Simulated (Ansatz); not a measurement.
# B₂H₂ (triplet): PBE-QIDH, RPA-PBE over a scan of the scale of all distances, cc-pVDZ, part 1 of 2

How well do these functionals follow the top wave-function level for B₂H₂ (triplet) over a scan of the scale of all distances?

Computed with Ansatz 0.2.0, Gaussian basis. Level: cc-pVDZ, all electrons in the functionals, frozen cores in the correlation of double hybrids and RPA.

Plan: PBE-QIDH, RPA-PBE, at 0.875; 1.000; 1.100; 1.323; 1.496; 1.747; 2.023; 2.375.

19 further runs of the same task are left out: 2 for a mislabelled method, 13 that didn't finish, 4 set aside as unsound or not needed.

## Step 1: The geometry

The geometry derives from a PBE0/def2-TZVP stationary point (not a proven minimum). All distances are scaled together.

4 atoms, charge 0, spin multiplicity 3.

Atoms are counted from 1 here; the program's logs count them from 0.

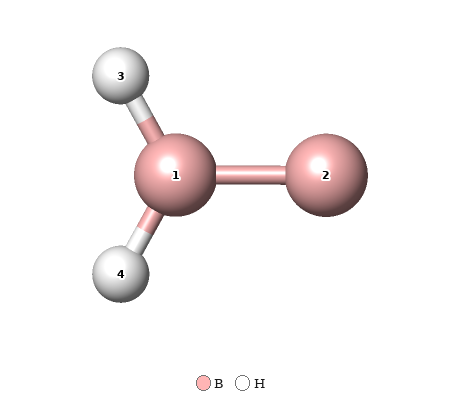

The geometry (boron pink, hydrogen white); atoms are numbered from 1 in the order of the file.

No dispersion term is added.

The geometry shown and the zero of energy belong to the point 1.000. The yardstick, UCCSDT(Q), and other wave-function levels (R restricted, U unrestricted, valence and pair active spaces) come from earlier runs.

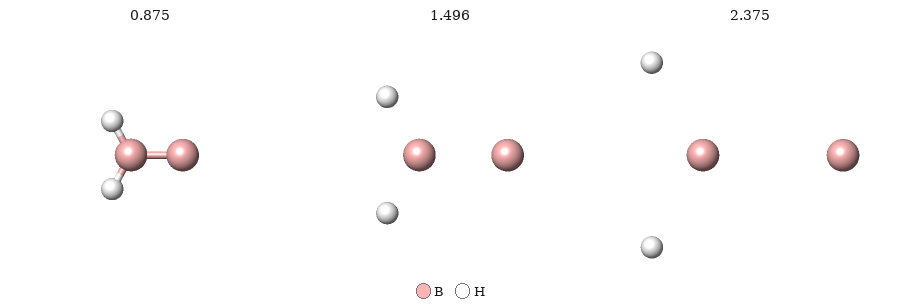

Three points of the scan; sticks are drawn by distance.

## Step 2: PBE-QIDH, 0.875

File in.yaml:

```yaml
crystal:
  periodic: [false, false, false]
  atoms:
    - {symbol: B, position_ang: [0.000000, 0.000000, 0.591174]}
    - {symbol: B, position_ang: [0.000000, 0.000000, -0.795772]}
    - {symbol: H, position_ang: [0.000000, 0.916884, 1.097241]}
    - {symbol: H, position_ang: [0.000000, -0.916884, 1.097241]}
basis:
  gaussian: {orbitals: cc-pVDZ}
magnetization: {spin_polarized: true, initial_magnetization: 2}
hamiltonian: {xc: {name: PBE-QIDH}}
correlation: {electrons: outside_noble_gas}
```

The run is started by

```console
$ ansatz run in.yaml --threads 1 --pin off --events-out ev --progress --plain --max-ram 2393MiB
```

Output:

```text
Functional definition: PBE-QIDH
  name "PBE-QIDH"
  cite "Brémond, Sancho-García, Pérez-Jiménez & Adamo, J. Chem. Phys. 141, 031101 (2014) doi:10.1063/1.4890314"
  cite "Perdew, Burke & Ernzerhof, Phys. Rev. Lett. 77, 3865 (1996) doi:10.1103/PhysRevLett.77.3865"
  parameter a = 3^(-1/3)
  parameter c = 1/3
  exchange = (1 - a)*pbe_x + a*exact_x
  correlation = (1 - c)*pbe_c + c*(mp2_os + mp2_ss)
350 factors; integrals over basis functions are off by at most 5.4e-4 eV
mean field evaluation 1: about -1373.0924 eV, gradient 1.3e1 eV
mean field evaluation 2: about -1373.0933 eV, gradient 1.3e1 eV
mean field evaluation 4: about -1374.5639 eV, gradient 1.4e0 eV
mean field evaluation 8: about -1374.6396 eV, gradient 5.9e-2 eV
mean field evaluation 16: about -1374.6397 eV, gradient 5.8e-6 eV
mean field -1374.63970483 eV, -50.5170773882 hartree, gradient 5.8e-6 eV, S^2 2.004174; 0 other end points of the search recorded, 0 dependent functions left out
2 core orbitals not correlated: weight in the atoms' cores, before any rotation towards them, 1.000 or more for the frozen orbitals, at most 0.000 for the correlated occupied ones
reference -1374.63971345 eV, -50.5170777050 hartree; 5, 3 occupied and 31, 33 virtual orbitals, 350 factors
second order -3.78429120 eV of doubles, -0.00000000 eV of singles
Total energy: -1375.90114385 eV, -50.5634344171 hartree
```

Run time: 0.8 s. Hardware: 1 thread of Arm Neoverse V1, shared host.

From the report: ⟨S²⟩ of the determinant 2.004 (pure triplet: 2.00).

## Step 3: PBE-QIDH, 1.000

File in.yaml:

```yaml
crystal:
  periodic: [false, false, false]
  atoms:
    - {symbol: B, position_ang: [0.000000, 0.000000, 0.675628]}
    - {symbol: B, position_ang: [0.000000, 0.000000, -0.909454]}
    - {symbol: H, position_ang: [0.000000, 1.047868, 1.253990]}
    - {symbol: H, position_ang: [0.000000, -1.047868, 1.253990]}
basis:
  gaussian: {orbitals: cc-pVDZ}
magnetization: {spin_polarized: true, initial_magnetization: 2}
hamiltonian: {xc: {name: PBE-QIDH}}
correlation: {electrons: outside_noble_gas}
```

Launched as before.

Output, shortened:

```text
Functional definition: PBE-QIDH
  name "PBE-QIDH"
  cite "Brémond, Sancho-García, Pérez-Jiménez & Adamo, J. Chem. Phys. 141, 031101 (2014) doi:10.1063/1.4890314"
  cite "Perdew, Burke & Ernzerhof, Phys. Rev. Lett. 77, 3865 (1996) doi:10.1103/PhysRevLett.77.3865"
[...]
350 factors; integrals over basis functions are off by at most 7.4e-4 eV
[...]
mean field -1376.17437656 eV, -50.5734755342 hartree, gradient 4.9e-6 eV, S^2 2.003998; 0 other end points of the search recorded, 0 dependent functions left out
2 core orbitals not correlated: weight in the atoms' cores, before any rotation towards them, 1.000 or more for the frozen orbitals, at most 0.000 for the correlated occupied ones
reference -1376.17438545 eV, -50.5734758606 hartree; 5, 3 occupied and 31, 33 virtual orbitals, 350 factors
second order -3.86044683 eV of doubles, -0.00000000 eV of singles
Total energy: -1377.46120106 eV, -50.6207654621 hartree
```

It took 0.82 s on 1 thread of Arm Neoverse V1, shared host.

From the report: ⟨S²⟩ of the determinant 2.004 (pure triplet: 2.00).

## Step 4: PBE-QIDH, 1.100

File in.yaml:

```yaml
crystal:
  periodic: [false, false, false]
  atoms:
    - {symbol: B, position_ang: [0.000000, 0.000000, 0.743191]}
    - {symbol: B, position_ang: [0.000000, 0.000000, -1.000399]}
    - {symbol: H, position_ang: [0.000000, 1.152655, 1.379389]}
    - {symbol: H, position_ang: [0.000000, -1.152655, 1.379389]}
basis:
  gaussian: {orbitals: cc-pVDZ}
magnetization: {spin_polarized: true, initial_magnetization: 2}
hamiltonian: {xc: {name: PBE-QIDH}}
correlation: {electrons: outside_noble_gas}
```

The command is unchanged.

Output, shortened:

```text
Functional definition: PBE-QIDH
  name "PBE-QIDH"
  cite "Brémond, Sancho-García, Pérez-Jiménez & Adamo, J. Chem. Phys. 141, 031101 (2014) doi:10.1063/1.4890314"
  cite "Perdew, Burke & Ernzerhof, Phys. Rev. Lett. 77, 3865 (1996) doi:10.1103/PhysRevLett.77.3865"
[...]
350 factors; integrals over basis functions are off by at most 9.7e-4 eV
[...]
mean field -1375.69287334 eV, -50.5557806170 hartree, gradient 4.4e-6 eV, S^2 2.004397; 2 other end points of the search recorded, 0 dependent functions left out
2 core orbitals not correlated: weight in the atoms' cores, before any rotation towards them, 1.000 or more for the frozen orbitals, at most 0.000 for the correlated occupied ones
reference -1375.69288257 eV, -50.5557809563 hartree; 5, 3 occupied and 31, 33 virtual orbitals, 350 factors
second order -3.95059927 eV of doubles, -0.00000000 eV of singles
Total energy: -1377.00974899 eV, -50.6041749048 hartree
```

Run time: 1 s. Hardware: 1 thread of Arm Neoverse V1, shared host.

From the report: ⟨S²⟩ of the determinant 2.004 (pure triplet: 2.00).

From 1.000: +43.6 kJ/mol.

## Step 5: PBE-QIDH, 1.323

File in.yaml:

```yaml
crystal:
  periodic: [false, false, false]
  atoms:
    - {symbol: B, position_ang: [0.000000, 0.000000, 0.893856]}
    - {symbol: B, position_ang: [0.000000, 0.000000, -1.203208]}
    - {symbol: H, position_ang: [0.000000, 1.386329, 1.659029]}
    - {symbol: H, position_ang: [0.000000, -1.386329, 1.659029]}
basis:
  gaussian: {orbitals: cc-pVDZ}
magnetization: {spin_polarized: true, initial_magnetization: 2}
hamiltonian: {xc: {name: PBE-QIDH}}
correlation: {electrons: outside_noble_gas}
```

Launched as before.

Output, shortened:

```text
Functional definition: PBE-QIDH
  name "PBE-QIDH"
  cite "Brémond, Sancho-García, Pérez-Jiménez & Adamo, J. Chem. Phys. 141, 031101 (2014) doi:10.1063/1.4890314"
  cite "Perdew, Burke & Ernzerhof, Phys. Rev. Lett. 77, 3865 (1996) doi:10.1103/PhysRevLett.77.3865"
[...]
354 factors; integrals over basis functions are off by at most 1.3e-3 eV
[...]
mean field -1372.54542796 eV, -50.4401141328 hartree, gradient 1.9e-6 eV, S^2 2.012589; 2 other end points of the search recorded, 0 dependent functions left out
2 core orbitals not correlated: weight in the atoms' cores, before any rotation towards them, 1.000 or more for the frozen orbitals, at most 0.000 for the correlated occupied ones
reference -1372.54543795 eV, -50.4401144998 hartree; 5, 3 occupied and 31, 33 virtual orbitals, 354 factors
second order -4.21315544 eV of doubles, -0.00000000 eV of singles
Total energy: -1373.94982309 eV, -50.4917247021 hartree
```

It took 1.1 s on 1 thread of Arm Neoverse V1, shared host.

From the report: ⟨S²⟩ of the determinant 2.013 (pure triplet: 2.00).

From 1.000: +338.8 kJ/mol.

## Step 6: PBE-QIDH, 1.496

File in.yaml:

```yaml
crystal:
  periodic: [false, false, false]
  atoms:
    - {symbol: B, position_ang: [0.000000, 0.000000, 1.010739]}
    - {symbol: B, position_ang: [0.000000, 0.000000, -1.360543]}
    - {symbol: H, position_ang: [0.000000, 1.567611, 1.875969]}
    - {symbol: H, position_ang: [0.000000, -1.567611, 1.875969]}
basis:
  gaussian: {orbitals: cc-pVDZ}
magnetization: {spin_polarized: true, initial_magnetization: 2}
hamiltonian: {xc: {name: PBE-QIDH}}
correlation: {electrons: outside_noble_gas}
```

Launched as before.

Output, shortened:

```text
Functional definition: PBE-QIDH
  name "PBE-QIDH"
  cite "Brémond, Sancho-García, Pérez-Jiménez & Adamo, J. Chem. Phys. 141, 031101 (2014) doi:10.1063/1.4890314"
  cite "Perdew, Burke & Ernzerhof, Phys. Rev. Lett. 77, 3865 (1996) doi:10.1103/PhysRevLett.77.3865"
[...]
357 factors; integrals over basis functions are off by at most 1.5e-3 eV
[...]
mean field -1369.84692135 eV, -50.3409458441 hartree, gradient 9.8e-6 eV, S^2 2.056309; 4 other end points of the search recorded, 0 dependent functions left out
2 core orbitals not correlated: weight in the atoms' cores, before any rotation towards them, 1.000 or more for the frozen orbitals, at most 0.000 for the correlated occupied ones
reference -1369.84693203 eV, -50.3409462364 hartree; 5, 3 occupied and 31, 33 virtual orbitals, 357 factors
second order -4.21302740 eV of doubles, -0.00000000 eV of singles
Total energy: -1371.25127449 eV, -50.3925548701 hartree
```

Wall time 1.4 s (1 thread of Arm Neoverse V1, shared host).

From the report: ⟨S²⟩ of the determinant 2.056 (pure triplet: 2.00).

From 1.000: +599.2 kJ/mol.

## Step 7: PBE-QIDH, 1.747

File in.yaml:

```yaml
crystal:
  periodic: [false, false, false]
  atoms:
    - {symbol: B, position_ang: [0.000000, 0.000000, 1.180322]}
    - {symbol: B, position_ang: [0.000000, 0.000000, -1.588816]}
    - {symbol: H, position_ang: [0.000000, 1.830625, 2.190720]}
    - {symbol: H, position_ang: [0.000000, -1.830625, 2.190720]}
basis:
  gaussian: {orbitals: cc-pVDZ}
magnetization: {spin_polarized: true, initial_magnetization: 2}
hamiltonian: {xc: {name: PBE-QIDH}}
correlation: {electrons: outside_noble_gas}
```

The command is unchanged.

Output, shortened:

```text
Functional definition: PBE-QIDH
  name "PBE-QIDH"
  cite "Brémond, Sancho-García, Pérez-Jiménez & Adamo, J. Chem. Phys. 141, 031101 (2014) doi:10.1063/1.4890314"
  cite "Perdew, Burke & Ernzerhof, Phys. Rev. Lett. 77, 3865 (1996) doi:10.1103/PhysRevLett.77.3865"
[...]
354 factors; integrals over basis functions are off by at most 1.4e-3 eV
[...]
mean field -1367.35278237 eV, -50.2492879270 hartree, gradient 7.4e-7 eV, S^2 2.381911; 6 other end points of the search recorded, 0 dependent functions left out
2 core orbitals not correlated: weight in the atoms' cores, before any rotation towards them, 1.000 or more for the frozen orbitals, at most 0.000 for the correlated occupied ones
reference -1367.35279477 eV, -50.2492883827 hartree; 5, 3 occupied and 31, 33 virtual orbitals, 354 factors
second order -3.28360109 eV of doubles, -0.00000000 eV of singles
Total energy: -1368.44732846 eV, -50.2895117542 hartree
```

It took 2.1 s on 1 thread of Arm Neoverse V1, shared host.

From the report: ⟨S²⟩ of the determinant 2.382 (pure triplet: 2.00).

From 1.000: +869.7 kJ/mol.

## Step 8: PBE-QIDH, 2.023

File in.yaml:

```yaml
crystal:
  periodic: [false, false, false]
  atoms:
    - {symbol: B, position_ang: [0.000000, 0.000000, 1.366795]}
    - {symbol: B, position_ang: [0.000000, 0.000000, -1.839825]}
    - {symbol: H, position_ang: [0.000000, 2.119837, 2.536822]}
    - {symbol: H, position_ang: [0.000000, -2.119837, 2.536822]}
basis:
  gaussian: {orbitals: cc-pVDZ}
magnetization: {spin_polarized: true, initial_magnetization: 2}
hamiltonian: {xc: {name: PBE-QIDH}}
correlation: {electrons: outside_noble_gas}
```

The command is unchanged.

Output, shortened:

```text
Functional definition: PBE-QIDH
  name "PBE-QIDH"
  cite "Brémond, Sancho-García, Pérez-Jiménez & Adamo, J. Chem. Phys. 141, 031101 (2014) doi:10.1063/1.4890314"
  cite "Perdew, Burke & Ernzerhof, Phys. Rev. Lett. 77, 3865 (1996) doi:10.1103/PhysRevLett.77.3865"
[...]
350 factors; integrals over basis functions are off by at most 1.3e-3 eV
[...]
mean field -1366.35561867 eV, -50.2126428370 hartree, gradient 9.6e-6 eV, S^2 2.615457; 12 other end points of the search recorded, 0 dependent functions left out
2 core orbitals not correlated: weight in the atoms' cores, before any rotation towards them, 1.000 or more for the frozen orbitals, at most 0.000 for the correlated occupied ones
reference -1366.35563221 eV, -50.2126433348 hartree; 5, 3 occupied and 31, 33 virtual orbitals, 350 factors
second order -2.81584103 eV of doubles, -0.00000000 eV of singles
Total energy: -1367.29424589 eV, -50.2471367512 hartree
```

Run time: 9.5 s. Hardware: 1 thread of Arm Neoverse V1, shared host.

From the report: ⟨S²⟩ of the determinant 2.615 (pure triplet: 2.00). The determinant is far from a pure spin state, so its energy mixes those of several spin states (harmless only where they are near-degenerate, as at dissociation).

From 1.000: +981.0 kJ/mol.

## Step 9: PBE-QIDH, 2.375

File in.yaml:

```yaml
crystal:
  periodic: [false, false, false]
  atoms:
    - {symbol: B, position_ang: [0.000000, 0.000000, 1.604616]}
    - {symbol: B, position_ang: [0.000000, 0.000000, -2.159953]}
    - {symbol: H, position_ang: [0.000000, 2.488686, 2.978226]}
    - {symbol: H, position_ang: [0.000000, -2.488686, 2.978226]}
basis:
  gaussian: {orbitals: cc-pVDZ}
magnetization: {spin_polarized: true, initial_magnetization: 2}
hamiltonian: {xc: {name: PBE-QIDH}}
correlation: {electrons: outside_noble_gas}
```

The command is unchanged.

Output, shortened:

```text
Functional definition: PBE-QIDH
  name "PBE-QIDH"
  cite "Brémond, Sancho-García, Pérez-Jiménez & Adamo, J. Chem. Phys. 141, 031101 (2014) doi:10.1063/1.4890314"
  cite "Perdew, Burke & Ernzerhof, Phys. Rev. Lett. 77, 3865 (1996) doi:10.1103/PhysRevLett.77.3865"
[...]
352 factors; integrals over basis functions are off by at most 4.1e-4 eV
[...]
mean field -1365.97828032 eV, -50.1987759084 hartree, gradient 8.6e-6 eV, S^2 2.859310; 17 other end points of the search recorded, 0 dependent functions left out
2 core orbitals not correlated: weight in the atoms' cores, before any rotation towards them, 1.000 or more for the frozen orbitals, at most 0.000 for the correlated occupied ones
reference -1365.97829516 eV, -50.1987764540 hartree; 5, 3 occupied and 31, 33 virtual orbitals, 352 factors
second order -2.51736682 eV of doubles, -0.00000000 eV of singles
Total energy: -1366.81741744 eV, -50.2296136288 hartree
```

Wall time 13 s (1 thread of Arm Neoverse V1, shared host).

From the report: ⟨S²⟩ of the determinant 2.859 (pure triplet: 2.00). The determinant is far from a pure spin state, so its energy mixes those of several spin states (harmless only where they are near-degenerate, as at dissociation).

From 1.000: +1027.0 kJ/mol.

(Continued in part 2 of 2.)
